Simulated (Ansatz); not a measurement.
Structure (in its standard cell), the end point of a relaxation (final pressure about 8.9 GPa) with DFT, PAW plane waves, r2scan in Ansatz 0.2.0; the starting structure was generated, so it need not be a known form of this composition:

```
CELL_PARAMETERS angstrom
6.24978 0.00000 0.00000
-3.12489 5.41247 0.00000
0.00000 0.00000 10.13244
ATOMIC_POSITIONS crystal
Bi 0.00000 0.00000 0.50000
Bi 0.00000 0.00000 0.00000
Bi 0.82929 0.65858 0.75000
Bi 0.17071 0.82929 0.25000
Bi 0.34142 0.17071 0.75000
Bi 0.17071 0.34142 0.25000
Bi 0.82929 0.17071 0.75000
Bi 0.65858 0.82929 0.25000
As 0.33333 0.66667 0.47833
As 0.66667 0.33333 0.97833
As 0.33333 0.66667 0.02167
As 0.66667 0.33333 0.52167
```

Predict the [101] zone-axis pattern (100 kV, kinematic, B = 0.8 Å²).

Answer. The spots form a centred rectangular net whose two shortest vectors correspond to d = 5.41 Å and 4.77 Å, 63.8° apart. They are 0 1 0 and 1 0 -1. The pattern has symmetry 2mm. A glide plane extinguishes reflections such as 1 -2 -1, 1 1 -1; reflections such as 2 -3 -2, 2 1 -2 are allowed but too weak to see at this display level.

Strongest reflections with d > 1.43 Å, one of each family (|F|² from tabulated Gaussian fits of the electron scattering factors, times a small damping for the curvature of the Ewald sphere):

```csv
hkl,d (Å),I (strongest = 100)
2 -1 -2,2.660,100
2 0 -2,2.387,37
1 0 -1,4.774,23
0 1 0,5.412,16
0 2 0,2.706,12
0 3 0,1.804,6
```

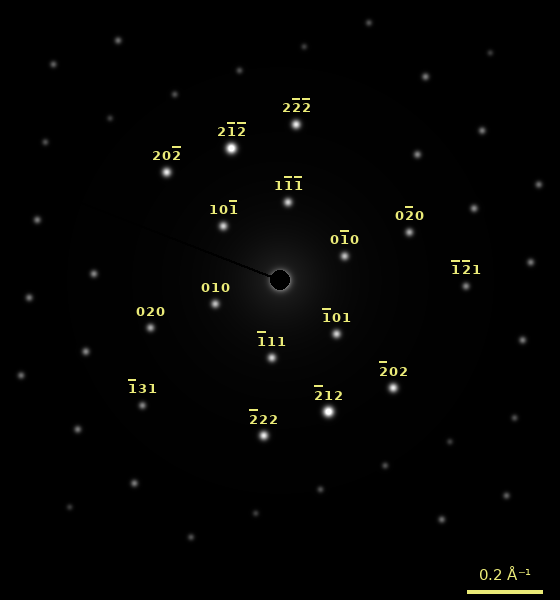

Calculated pattern, seen from the source side with [101] pointing towards the source.
